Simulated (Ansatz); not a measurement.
PbSe (rock salt) is sheared across one {100} plane: the third cell vector gains the shift, so faults repeat every 9.3 Å. The cut lies between planes 3.09 Å apart; the cell height is held.

```
CELL_PARAMETERS angstrom
      4.36852     0.00000     0.00000
      0.00000     4.36852     0.00000
      2.18426     2.18426     9.26703
ATOMIC_POSITIONS crystal
  Se 0.00000 0.00000 0.83333
  Se 0.33333 0.33333 0.16667
  Se 0.66667 0.66667 0.50000
  Pb 0.50000 0.50000 0.83333
  Pb 0.83333 0.83333 0.16667
  Pb 0.16667 0.16667 0.50000
```

In-plane vectors a = (4.369, 0.000) Å, b = (0.000, 4.369) Å, area 19.08 Å². The shift is x·a + y·b, and the map repeats with period 1 in x and y. The shift is rigid: no atom relaxes. γ = [E(shift) − E(0)] / area.

Computed with r2SCAN (plane waves to 500 eV, PAW, scalar-relativistic; Ansatz, a quantum-chemistry and plane-wave program). k mesh 7×7×7 (Γ-centred), Fermi-Dirac smearing 0.05 eV. Energies are extrapolated to zero smearing. As the smearing reaches across the gap at some points, the k mesh leaves noise in γ, roughly 0.02 J/m² as judged from a few cases. Faults lie only 9.3 Å apart, and holding the cell height and the atoms raises γ above its relaxed value. PbSe was relaxed with its symmetry unable to fall. Spin-orbit coupling is left out, though Pb is heavy. γ is measured from zero shift.

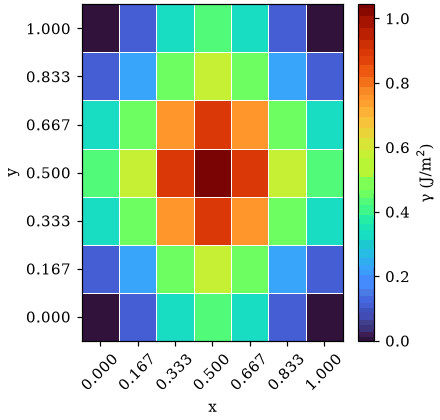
Fig. 1. γ (J/m²), one tile a computed point (the last row and column repeat the first).

Where does the grid have local minima besides zero shift?

No grid point is one.

Stepping between nearest grid points (4 neighbours each), what is the highest γ met on the easiest way from zero shift to the shift a?

About 0.43 J/m².

Which grid point, or set of equal points, is the highest, and at what γ?

x = 0.500, y = 0.500 (about 1.0 J/m²).

(The slope of γ gives the shear force per area between the displaced halves; near zero shift its curvature is an elastic stiffness.)
